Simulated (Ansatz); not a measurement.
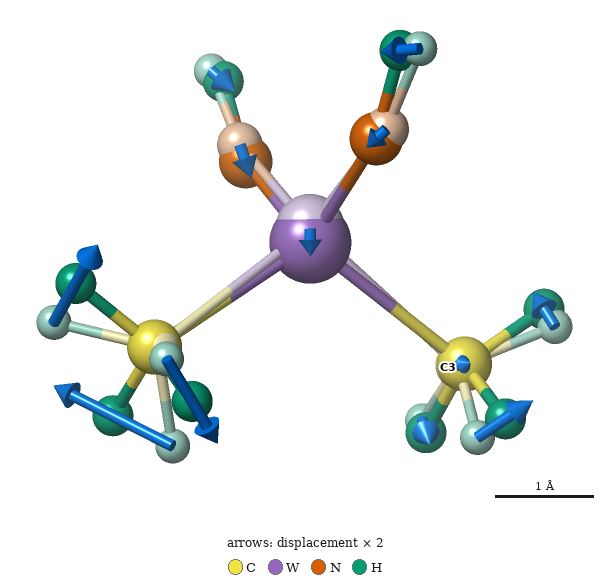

A relaxation of C$_{2}$H$_{8}$N$_{2}$W. The starting structure is drawn faded, the final one solid; blue arrows show the displacements, 2 times their true length. The two geometries are superimposed by the best rigid fit.

A ball-and-stick model, seen at a tilt.

The start comes from GFN2-xTB.

All numbers below come from Ansatz 0.2.0, RKS PBE0-D4/def2-TZVP. Settings: force threshold 0.005 eV/Å; at most 150 steps.

Which element moves most?

Answer. Hydrogen: up to 0.76 Å, against 0.18 Å for nitrogen.

What happened in the run?

Answer. An H atom moves most after the best rigid fit: 0.76 Å. Largest moves by element: H 0.76 Å, N 0.18 Å, W 0.14 Å, C 0.09 Å. Near-neighbour distances that change, for instance: C–W 2.198 → 2.122 Å, N–W 1.784 → 1.750 Å, C–H 1.118 → 1.096 Å, H–N 1.023 → 1.008 Å. Bond angles that change, for instance: W–N–H 160.9° → 153.9°, C–W–C 107.1° → 113.8°, W–C–H 102.8° → 109.3°. Groups turn about C–W by about 40°. After 12 geometry steps the energy has fallen by 6.71 kcal/mol. Largest force component: 1.1 eV/Å at the start, 0.0021 eV/Å at the end. Cost: 45 s on 4 threads of Arm Neoverse V2, on a shared host.
